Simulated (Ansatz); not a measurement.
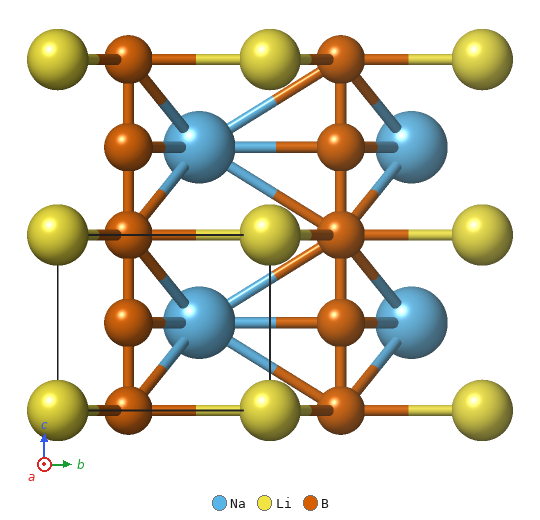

Projection along an edge of the hexagonal mesh, stacking direction c upwards. Every atom sits on one of the three columns of the mesh; call them A, B, C in the order in which they first turn up. The sequence starts with the first layer at or above the cell's origin.

System NaLiB2; source of the atomic positions: the geometry relaxed with Ansatz 0.2.0, DFT PBE, scalar-relativistic, plane waves, PAW; the starting structure was generated, so it need not be a known form of this composition.

Q: Read off the stacking sequence over one period.

A: Li(A)+B(B) – B(B)+Na(C) (two layers in 3.16 Å).

Q: How are the B layers alone stacked?

A: B layers alone: BB, a sequence in which some neighbouring layers lie directly above each other.

Q: Which positions between or in the B layers do the other atoms fill?

A: Li: one in-plane triangular site; Na: one in-plane triangular site, counted in one hexagonal cell. Two of the two gaps between B layers are empty, 1.58 Å wide.
